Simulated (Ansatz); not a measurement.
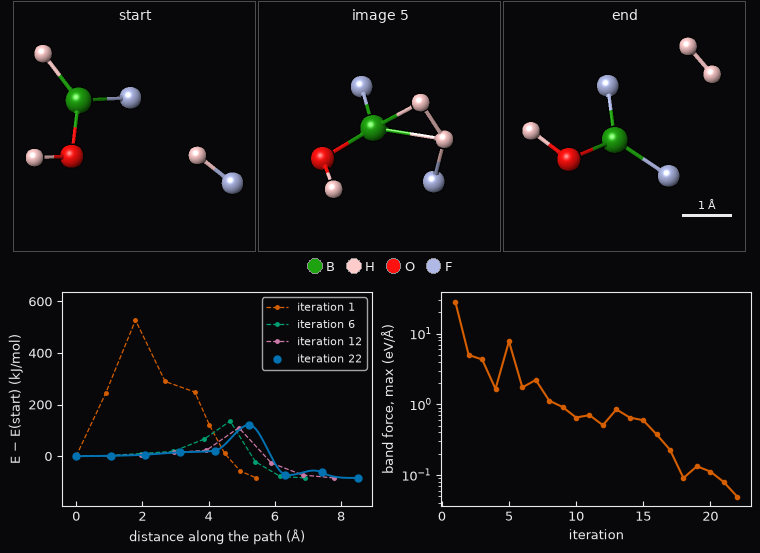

A search for the minimum-energy path of BH3OF2 by the nudged elastic band. Images are numbered from 0 (start) to 8 (end). The plot follows the band through its iterations. The picture is a ball-and-stick view, seen at a tilt.

The calculation used Ansatz, RKS BLYP/def2-SVPD. Run with 7 movable images; climbing image; force threshold 0.05 eV/Å; iteration limit 60; starting path through a guess of the saddle point.

### How did the profile develop, and is the result final?

The run is converged, with reservations. The band converged in 22 iterations. The largest component of the band force went from 28 to 0.05 eV/Å. The climbing image converged on the top of the path. Its vibrational analysis gives one imaginary mode (1111i cm⁻¹), as a transition state must have. The first iteration put the highest image at 527.3 kJ/mol. The energy climbs by 121.3 kJ/mol to image 5 and then falls by 205.6 kJ/mol, so the end point sits at −84.2 kJ/mol. The profile has 2 maxima (images 5, 7) with a dip at image 6 (−71.6 kJ/mol), so the process runs in steps.

The run took 3.4 min on 2 threads of Arm Neoverse V2, with other jobs on the host, peak memory 0.11 GiB.
